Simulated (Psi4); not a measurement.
# CH2F2 (difluoromethane) at DLPNO-MP2/def2-TZVP (density fitting, density fitting for correlation, pno convergence tight, sweep point 3)

Aim: the energy change on altering one bond length of CH2F2 (difluoromethane) at DLPNO-MP2/def2-TZVP (density fitting, density fitting for correlation, pno convergence tight, sweep point 3), from 2 runs. 

The results are computed with Psi4 1.11.

3 further runs of the same task are left out: 2 that didn't finish, 1 set aside as unsound or not needed.

**1. Starting point**

The species is CH2F2 (5 atoms), meant as a singlet with charge 0. SMILES: `FCF`. The shape is that of a PBE0-D4/def2-TZVP optimisation.

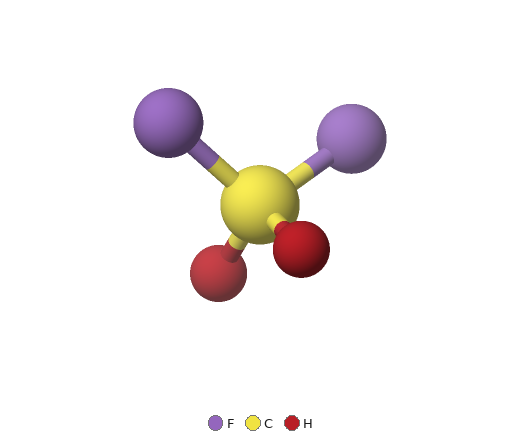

Viewed from a chosen angle; fluorine purple, carbon yellow, hydrogen red.

**2. A single-point energy at DLPNO-MP2/def2-TZVP (density fitting, density fitting for correlation, pno convergence tight, sweep point 3)**

The input, calc.inp:

```
memory 1600 MB

molecule molecule1 {
  0 1
  F     -1.073300     0.191200     0.698300
  C      0.010100    -0.016900    -0.082300
  F      1.090500    -0.179200     0.713200
  H     -0.142700    -0.932900    -0.659500
  H      0.165300     0.864200    -0.711100
  units angstrom
  symmetry c1
}

set basis def2-TZVP
set puream true
set scf_type df
set dft_radial_points 99
set dft_spherical_points 590
set num_frozen_docc 3
set pno_convergence tight

e, wfn = energy('dlpno-mp2', return_wfn=True)
print_variables()
```

Launch:

```bash
$ psi4 -i calc.inp -o calc.out -n 1
```

calc.out:

```text
[...]
  Running in c1 symmetry.
[...]
  Nuclear repulsion =   77.468210530799951
[...]
  Multiplicity = 1
[...]
  Nalpha       = 13
  Nbeta        = 13
[...]
    Number of basis functions: 105
[...]
   @DF-RHF iter   1:  -237.96209660356746   -5.83684e-01   3.29037e-03 DIIS/ADIIS
[...]
    Orbital Energies [Eh]
    ---------------------
    Doubly Occupied:
       1A    -26.309545     2A    -26.309528     3A    -11.404795
       4A     -1.662269     5A     -1.601317     6A     -0.969514
       7A     -0.779146     8A     -0.771268     9A     -0.756948
      10A     -0.667602    11A     -0.633345    12A     -0.621504
      13A     -0.534583
[...]
  @DF-RHF Final Energy:  -238.00795174961530
   => Energetics <=
    Nuclear Repulsion Energy =             77.4682105307999507
    One-Electron Energy =                -484.9095969152909902
    Two-Electron Energy =                 169.4334346348757094
    Total Energy =                       -238.0079517496153017
[...]
 Multipole Moments:
 ------------------------------------------------------------------------------------
     Multipole            Electronic (a.u.)      Nuclear  (a.u.)        Total (a.u.)
 ------------------------------------------------------------------------------------
 L = 1.  Multiply by 2.5417464519 to convert [e a0] to [Debye]
 Dipole X            :         -0.0034795            0.0050676            0.0015882
 Dipole Y            :          0.0511838           -0.0757344           -0.0245505
 Dipole Z            :          1.7669582           -2.6109082           -0.8439500
 Magnitude           :                                                    0.8443085
[...]
  @LMP2 iter   4:  -0.663270340163 -7.360e-07  7.754e-07
[...]
```

It took 4.2 s on 1 thread of Intel Xeon Platinum 8259CL at 2.50GHz (Skylake/Cascade Lake), shared host; peak memory 0.34 GiB.

**3. The distorted shape**

The input, job.in:

```
memory 1600 mb

molecule {
  0 1
  F     -1.042740     0.374398     0.813739
  C      0.040660     0.166298     0.033139
  F      1.121060     0.003998     0.828639
  H     -0.142700    -0.932900    -0.659500
  H      0.195860     1.047398    -0.595661
  symmetry c1
}

set {
  basis def2-TZVP
  puream true
  scf_type df
  dft_radial_points 99
  dft_spherical_points 590
  num_frozen_docc 3
  pno_convergence tight
}

energy('dlpno-mp2')
```

Launch:

```bash
$ psi4 -i job.in -o job.out -n 1
```

job.out:

```text
[...]
  Running in c1 symmetry.
[...]
  Nuclear repulsion =   76.577336040453105
[...]
  Multiplicity = 1
[...]
  Nalpha       = 13
  Nbeta        = 13
[...]
    Number of basis functions: 105
[...]
   @DF-RHF iter   1:  -237.93319793776831   -6.57799e-01   3.42884e-03 ADIIS/DIIS
[...]
    Orbital Energies [Eh]
    ---------------------
    Doubly Occupied:
       1A    -26.315262     2A    -26.315244     3A    -11.428972
       4A     -1.666293     5A     -1.605747     6A     -0.955561
       7A     -0.778667     8A     -0.761018     9A     -0.757455
      10A     -0.670776    11A     -0.637824    12A     -0.614896
      13A     -0.506733
[...]
  @DF-RHF Final Energy:  -237.98320900288908
   => Energetics <=
    Nuclear Repulsion Energy =             76.5773360404531047
    One-Electron Energy =                -483.0921968878171811
    Two-Electron Energy =                 168.5316518444749647
    Total Energy =                       -237.9832090028890832
[...]
 Multipole Moments:
 ------------------------------------------------------------------------------------
     Multipole            Electronic (a.u.)      Nuclear  (a.u.)        Total (a.u.)
 ------------------------------------------------------------------------------------
 L = 1.  Multiply by 2.5417464519 to convert [e a0] to [Debye]
 Dipole X            :          0.0347940           -0.0235884            0.0112056
 Dipole Y            :          0.2813247           -0.2475187            0.0338060
 Dipole Z            :          1.9294452           -2.7191550           -0.7897099
 Magnitude           :                                                    0.7905126
[...]
  @LMP2 iter   4:  -0.667122659848 -7.800e-07  7.601e-07
[...]
```

Run time: 3.9 s. Hardware: 1 thread of Intel Xeon Platinum 8259CL at 2.50GHz (Skylake/Cascade Lake), shared host; peak memory 0.33 GiB.

**4. What came out**

Level: DLPNO-MP2/def2-TZVP (density fitting, density fitting for correlation, pno convergence tight, sweep point 3), 3 core orbitals frozen.

| quantity | value |
| --- | --- |
| first shape: total energy | -238.67123 Eh |
| first shape: HOMO energy (Hartree–Fock orbitals) | -14.55 eV |
| first shape: LUMO energy (Hartree–Fock orbitals) | 4.38 eV |
| first shape: HOMO–LUMO gap (Hartree–Fock orbitals) | 18.93 eV |
| first shape: correlation energy (3 core orbitals frozen) | -663.3 mEh |
| distorted shape: total energy | -238.65034 Eh |
| distorted shape: HOMO energy (Hartree–Fock orbitals) | -13.79 eV |
| distorted shape: LUMO energy (Hartree–Fock orbitals) | 3.98 eV |
| distorted shape: HOMO–LUMO gap (Hartree–Fock orbitals) | 17.77 eV |
| distorted shape: correlation energy (3 core orbitals frozen) | -667.1 mEh |
| energy change with the C2–H4 bond stretched from 1.093 to 1.312 Å | 0.568 eV |

**Reading.** With the C2–H4 bond stretched from 1.093 to 1.312 Å the energy rises by 0.57 eV (54.8 kJ/mol). The first shape isn't relaxed at this level, so the change isn't measured from a minimum.
